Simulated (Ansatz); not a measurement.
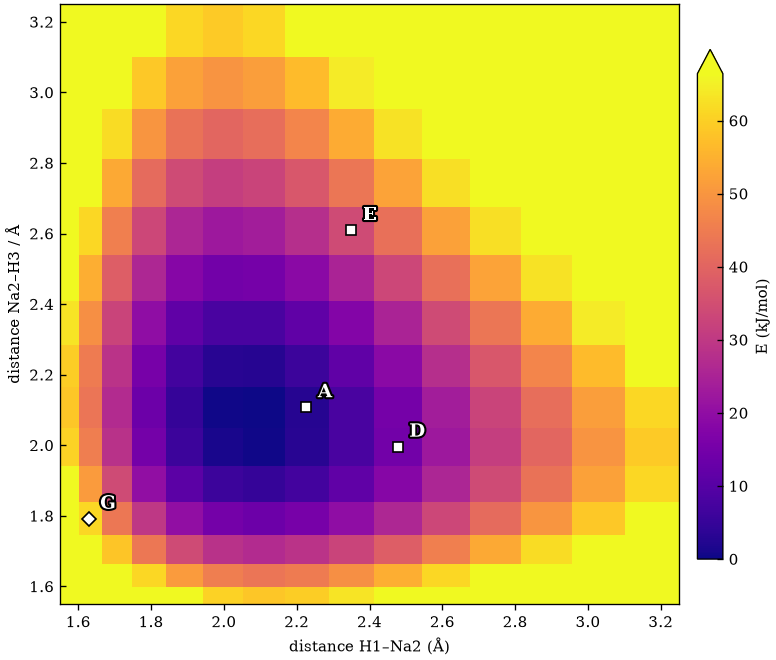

The system H⁻ + NaH. First axis: distance H1–Na2. Second axis: distance Na2–H3. Nothing is relaxed (the angle H1–Na2–H3 is fixed at 180 degrees). Grid: 15 × 15 points; 120 points were computed and 105 follow by symmetry. Points are written as (first, second). Energies are in kJ/mol, from the lowest grid point. The reference is spin-restricted, so regions where a bond is pulled apart into radicals lie too high. Method: Ansatz 0.2.0, RKS wB97X-V/aug-cc-pVTZ.

In the figure: one coloured cell a grid point, one colour for all values above the top of the scale, lettered points.

> What kind of point is each of A, D, E, G: minimum, saddle, maximum or slope?

A: on a slope; D: on a slope; E: on a slope; G: on a slope. (In these two coordinates alone; a stationary point may lie a little off the grid point.)

> Rank the lettered points by energy, lowest first.

A (2.8 kJ/mol), D (15 kJ/mol), E (34 kJ/mol), G (61 kJ/mol).
